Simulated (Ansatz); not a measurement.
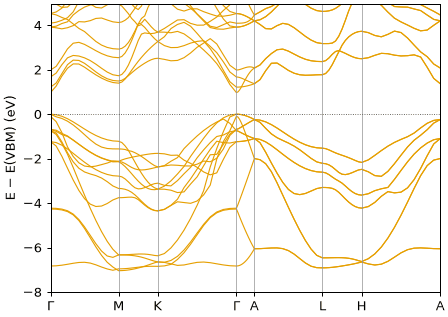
*Band structure from the program Ansatz at the r²SCAN level (PAW)*

Question: Read off the gap and where the band edges lie.

Answer: About 1.0 eV (0.97 eV by a search for the band edges); maximum at Γ, minimum at Γ.

The material is GaAs in space group P6_3mc (No. 186; Ga on 2b, As on 2b, Ga on 2a, As on 2a).

The start of the workflow was typed in or built on a structure type; the Crystallography Open Database copy checked does not list it. It is not the phase usual at ambient conditions (space group No. 216). The r²SCAN relaxation kept the symmetry of its start; its stability against distortions is not shown here. Spin–orbit coupling is left out wherever it is not named.

Potentials: the later of the program's two PAW sets.
